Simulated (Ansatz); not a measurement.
**HSE06/def2-SVP (core potential) run of CH5InO2 (SMILES [CH3][In]([OH])[OH])**

What is the vertical ionisation energy of CH5InO2 at HSE06/def2-SVP (core potential)? 

Program for the calculation: Ansatz 0.2.0.

57 further runs of the same task are left out: 1 that didn't finish, 56 set aside as unsound or not needed. Runs told in other sessions of the task aren't counted.

**1. Starting point**

CH5InO2: 9 atoms, total charge 0, spin state singlet. SMILES: `[CH3][In]([OH])[OH]`. The coordinates come from a PBE0-D4/def2-TZVP relaxation. This is one conformer, not always the lowest.

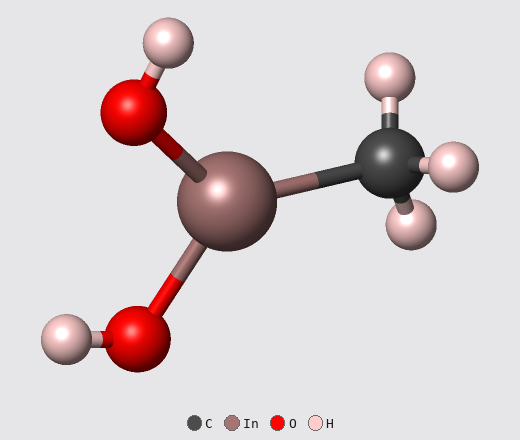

The structure, seen from a chosen angle (carbon dark grey, indium brown, oxygen red, hydrogen pink).

**2. A single-point energy at HSE06/def2-SVP (core potential)**

run.yaml

```yaml
crystal:
  periodic: [false, false, false]
  atoms:
    - {symbol: C, position_ang: [-0.086600, 0.920200, -1.366200]}
    - {symbol: In, position_ang: [0.122900, -0.336100, 0.337800]}
    - {symbol: O, position_ang: [1.440800, -1.806000, 0.500900]}
    - {symbol: O, position_ang: [-0.898600, -0.312900, 2.048600]}
    - {symbol: H, position_ang: [-1.126400, 0.929200, -1.692800]}
    - {symbol: H, position_ang: [0.212100, 1.936300, -1.107700]}
    - {symbol: H, position_ang: [0.547500, 0.548900, -2.169800]}
    - {symbol: H, position_ang: [1.365500, -2.243400, 1.353100]}
    - {symbol: H, position_ang: [-1.577100, 0.363700, 2.096100]}
basis:
  gaussian:
    orbitals: def2-SVP
hamiltonian:
  xc: {name: HSE06}
accuracy: high
output:
  orbitals: {seedname: orbitals}
```

On the command line:

```bash
$ ansatz run run.yaml --threads 1 --pin off --max-ram 3480MiB --events-out events.jsonl --progress --plain --runs-dir runs
```

Log:

```text
Warning: RAYON_NUM_THREADS=1 ignored (pool sized by the plan → 1); use --threads N
Functional definition: HSE06
  name "HSE06"
  parameter a = 0.25
  parameter omega = 0.11/bohr
  exchange = pbe_x - a*pbe_x_sr(omega) + a*exact_x_sr(omega)
  correlation = pbe_c
2222 factors; integrals over basis functions are off by at most 2.0e-8 eV
105 factors; integrals over basis functions are off by at most 1.3e-9 eV
mean field evaluation 1: about -10362.2792 eV, gradient 8.5e1 eV
mean field evaluation 2: about -10321.8461 eV, gradient 1.6e2 eV
mean field evaluation 4: about -10376.3826 eV, gradient 9.7e0 eV
mean field evaluation 8: about -10376.7803 eV, gradient 3.9e-1 eV
mean field evaluation 16: about -10376.7806 eV, gradient 3.2e-5 eV
mean field -10376.78055152 eV, -381.3396516339 hartree, gradient 9.2e-8 eV, S^2 0.000000; 0 other end points of the search recorded, 0 dependent functions left out
reference -10376.78055637 eV, -381.3396518120 hartree; 24, 24 occupied and 69, 69 virtual orbitals, 2222 factors
Total energy: -10376.78055637 eV, -381.3396518120 hartree
```

Run time: 8.4 s. Hardware: 1 thread of Arm Neoverse V2, shared host; peak memory 0.35 GiB.

**3. The doublet cation at the same level**

input.yaml

```yaml
crystal:
  periodic: [false, false, false]
  atoms:
    - symbol: C
      position_ang: [-0.086600, 0.920200, -1.366200]
    - symbol: In
      position_ang: [0.122900, -0.336100, 0.337800]
    - symbol: O
      position_ang: [1.440800, -1.806000, 0.500900]
    - symbol: O
      position_ang: [-0.898600, -0.312900, 2.048600]
    - symbol: H
      position_ang: [-1.126400, 0.929200, -1.692800]
    - symbol: H
      position_ang: [0.212100, 1.936300, -1.107700]
    - symbol: H
      position_ang: [0.547500, 0.548900, -2.169800]
    - symbol: H
      position_ang: [1.365500, -2.243400, 1.353100]
    - symbol: H
      position_ang: [-1.577100, 0.363700, 2.096100]
basis:
  gaussian:
    orbitals: def2-SVP
total_charge: 1
magnetization:
  spin_polarized: true
  initial_magnetization: 1
hamiltonian:
  xc: {name: HSE06}
accuracy: high
output: {orbitals: {seedname: orbitals}}
```

On the command line:

```bash
$ ansatz run input.yaml --threads 1 --pin off --max-ram 3480MiB --events-out events.jsonl --progress --plain --runs-dir runs
```

Log, shortened:

```text
Warning: RAYON_NUM_THREADS=1 ignored (pool sized by the plan → 1); use --threads N
Functional definition: HSE06
  name "HSE06"
[...]
2221 factors; integrals over basis functions are off by at most 2.0e-8 eV
105 factors; integrals over basis functions are off by at most 1.3e-9 eV
[...]
mean field -10366.86285877 eV, -380.9751831476 hartree, gradient 2.3e-8 eV, S^2 0.770010; 5 other end points of the search recorded, 0 dependent functions left out
reference -10366.86286373 eV, -380.9751833302 hartree; 24, 23 occupied and 69, 70 virtual orbitals, 2221 factors
Total energy: -10366.86286373 eV, -380.9751833302 hartree
```

Wall time 45 s (1 thread of Arm Neoverse V2, shared host); peak memory 0.51 GiB.

**4. Summary of results**

Level: HSE06/def2-SVP (core potential).

| quantity | value |
| --- | --- |
| singlet CH5InO2: total energy | -381.33965 Eh |
| singlet CH5InO2: HOMO energy | -7.29 eV |
| singlet CH5InO2: LUMO energy | -1.02 eV |
| singlet CH5InO2: HOMO–LUMO gap | 6.27 eV |
| doublet cation: total energy | -380.97518 Eh |
| doublet cation: HOMO energy (highest over α and β) | -13.42 eV |
| doublet cation: LUMO energy (lowest over α and β) | -12.55 eV |
| doublet cation: ⟨S²⟩ | 0.770 |
| vertical ionisation energy (to the doublet cation) | 9.918 eV |

In words: Removing an electron at fixed nuclei costs 9.92 eV (957 kJ/mol). The negative HOMO energy of the first species, 7.29 eV, lies 2.63 eV below that difference.
